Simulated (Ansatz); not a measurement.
**InHF (SMILES [F][InH]): levels of theory compared**

Wanted: a comparison of 6 runs (UBHLYP/STO-3G, UCAM-B3LYP/STO-3G, UPBE0/STO-3G, USVWN5/STO-3G, RPA@PBE/STO-3G, UBCCD(T)/STO-3G) of InHF. 

The results are computed with Ansatz 0.2.0.

65 further runs of the same task are left out: 9 that didn't finish, 56 set aside as unsound or not needed.

### 1 The structure to begin with

InHF: 3 atoms, total charge 0, spin state doublet. SMILES: `[F][InH]`. The In2–F1 distance was set to 4.924 Å, away from the relaxed value. At this shape a bond of the SMILES string is far longer than usual.

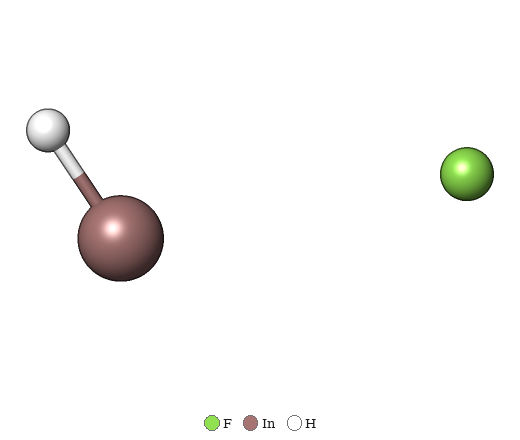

The structure, seen from a chosen angle (fluorine green, indium brown, hydrogen white).

### 2 The energy at UBHLYP/STO-3G (run 1)

File in.yaml:

```yaml
crystal:
  periodic: [false, false, false]
  atoms:
    - {symbol: F, position_ang: [3.504726, 1.941090, 2.102936]}
    - {symbol: In, position_ang: [-0.522500, 0.355100, -0.244800]}
    - {symbol: H, position_ang: [-0.576900, -1.409400, -0.462800]}
basis:
  gaussian: {orbitals: STO-3G}
magnetization: {spin_polarized: true, initial_magnetization: 1}
hamiltonian: {xc: {name: BHLYP}}
accuracy: high
```

Launch:

```console
$ ansatz run in.yaml --threads 1 --pin off --max-ram 2610MiB --events-out events.jsonl --progress --plain --runs-dir runs
```

The log of the run:

```text
Warning: RAYON_NUM_THREADS=1 ignored (pool sized by the plan → 1); use --threads N
Functional definition: BHLYP
  name "BHLYP"
  parameter a = 0.5
  exchange = (1 - a)*b88_x + a*exact_x
  correlation = lyp_c
543 factors; integrals over basis functions are off by at most 3.7e-8 eV
mean field evaluation 1: about -157374.5754 eV, gradient 4.8e0 eV
mean field evaluation 2: about -157020.8211 eV, gradient 6.1e0 eV
mean field evaluation 4: about -157373.8177 eV, gradient 7.5e0 eV
mean field evaluation 8: about -157385.5762 eV, gradient 4.7e-2 eV
mean field evaluation 16: about -157385.5770 eV, gradient 2.8e-3 eV
mean field evaluation 32: about -157385.5772 eV, gradient 2.7e-3 eV
mean field -157385.57728414 eV, -5783.8132854164 hartree, gradient 5.2e-9 eV, S^2 0.750000; 5 other end points of the search recorded, 0 dependent functions left out
reference -157385.57730293 eV, -5783.8132861070 hartree; 30, 29 occupied and 3, 4 virtual orbitals, 543 factors
Total energy: -157385.57730293 eV, -5783.8132861070 hartree
```

It took 13 s on 1 thread of Arm Neoverse V2, shared host; peak memory 0.17 GiB.

### 3 The energy at UCAM-B3LYP/STO-3G (run 2)

in.yaml: that of step 2 with these lines changed.

```diff
@@ -8,4 +8,5 @@
   gaussian: {orbitals: STO-3G}
+total_charge: 0
 magnetization: {spin_polarized: true, initial_magnetization: 1}
-hamiltonian: {xc: {name: BHLYP}}
+hamiltonian: {xc: {name: CAM-B3LYP}}
 accuracy: high
```

Launch:

```console
$ ansatz run in.yaml --threads 1 --pin off --max-ram 2610MiB --events-out events.jsonl --progress --plain --runs-dir runs
```

The log of the run (excerpt; [...] marks lines left out):

```text
Warning: RAYON_NUM_THREADS=1 ignored (pool sized by the plan → 1); use --threads N
Functional definition: CAM-B3LYP
  name "CAM-B3LYP"
[...]
543 factors; integrals over basis functions are off by at most 3.7e-8 eV
123 factors; integrals over basis functions are off by at most 2.1e-9 eV
[...]
mean field -157384.40223673 eV, -5783.7701032205 hartree, gradient 1.3e-8 eV, S^2 0.750000; 4 other end points of the search recorded, 0 dependent functions left out
reference -157384.40225002 eV, -5783.7701037089 hartree; 30, 29 occupied and 3, 4 virtual orbitals, 543 factors
Total energy: -157384.40225002 eV, -5783.7701037089 hartree
```

Run time: 14 s. Hardware: 1 thread of Arm Neoverse V2, shared host; peak memory 0.17 GiB.

Runs 3 to 5 aren't shown in full; the table further down has their settings and results.

### 4 A single-point energy at UBCCD(T)/STO-3G (run 6)

File input.yaml:

```yaml
basis:
  gaussian:
    orbitals: STO-3G
crystal:
  periodic: [false, false, false]
  atoms:
    - {symbol: F, position_ang: [3.504726, 1.941090, 2.102936]}
    - {symbol: In, position_ang: [-0.522500, 0.355100, -0.244800]}
    - {symbol: H, position_ang: [-0.576900, -1.409400, -0.462800]}
correlation:
  method: bccd_t
  frozen_orbitals: {F: 1, H: 0, In: 18}
scf:
  omitted_lower_state_checks: [cluster_reference, increment]
magnetization:
  spin_polarized: true
  initial_magnetization: 1
accuracy: high
```

Launch:

```console
$ ansatz run input.yaml --threads 1 --pin off --max-ram 2610MiB --events-out events.jsonl --progress --plain --runs-dir runs
```

The log of the run:

```text
Warning: RAYON_NUM_THREADS=1 ignored (pool sized by the plan → 1); use --threads N
[... 22 lines left out ...]
19 core orbitals not correlated: weight in the atoms' cores, before any rotation towards them, 1.000 or more for the frozen orbitals, at most 0.000 for the correlated occupied ones
[... 193 lines left out ...]
Total energy: -157320.08751509 eV, -5781.4065807943 hartree
Checks for a lower state left out: cluster_reference, increment
```

It took 11 s on 1 thread of Arm Neoverse V2, shared host; peak memory 0.14 GiB.

### 5 All runs side by side

```
run              level  frozen core orbitals   energy (Eh)   ⟨S²⟩  wall time
  1      UBHLYP/STO-3G                     –  -5783.813286  0.750       13 s
  2  UCAM-B3LYP/STO-3G                     –  -5783.770104  0.750       14 s
  3       UPBE0/STO-3G                     –  -5783.282742  0.750       12 s
  4      USVWN5/STO-3G                     –  -5777.312521  0.750      8.7 s
  5     RPA@PBE/STO-3G                    19  -5781.462600  0.750       39 s
  6    UBCCD(T)/STO-3G                    19  -5781.406581  0.843       11 s
```

### 6 Outcome

| quantity | value |
| --- | --- |
| run 6: total energy | -5781.40658 Eh |
| run 6: correlation energy (19 core orbitals frozen) | -43.1 mEh |
| run 6: (T) correction | -0.05 mEh |
| run 6: ⟨S²⟩ of the reference determinant | 0.843 |

What this shows: Totals of different functionals can't be ranked against each other. In runs 1, 2, 3, 4, 5, 6 the basis is minimal, so the values are rough. In runs 1, 2, 3, 4, 5, 6 relativity is left out where basis or elements ask for it. All runs together took 97 s, the longest 39 s.
